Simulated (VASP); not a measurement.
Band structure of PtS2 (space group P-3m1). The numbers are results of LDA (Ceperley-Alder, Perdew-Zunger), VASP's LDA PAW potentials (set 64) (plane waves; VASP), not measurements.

Unless said otherwise, spin-orbit coupling is left out, though it shifts the bands of the heavy elements here.

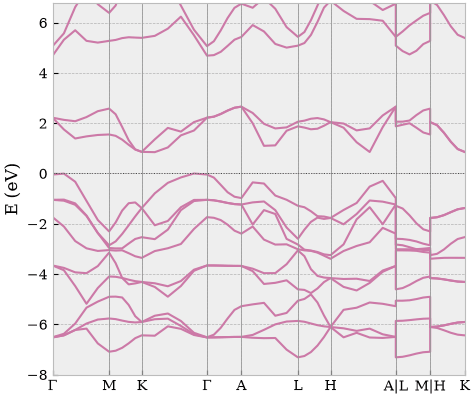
Fig. 1. Bands along high-symmetry lines, zero at the valence-band maximum or, without a gap, the Fermi level

**Question.** Read the plot: is there a gap, and where are the band edges?

**Answer.** The gap is indirect, 0.77 eV, from the valence maximum at K-Γ at 0.80 to the conduction minimum at (0.00, 0.33, 0.25).

The structure is a typed PtS2 crystal. The cell was not relaxed at this level.
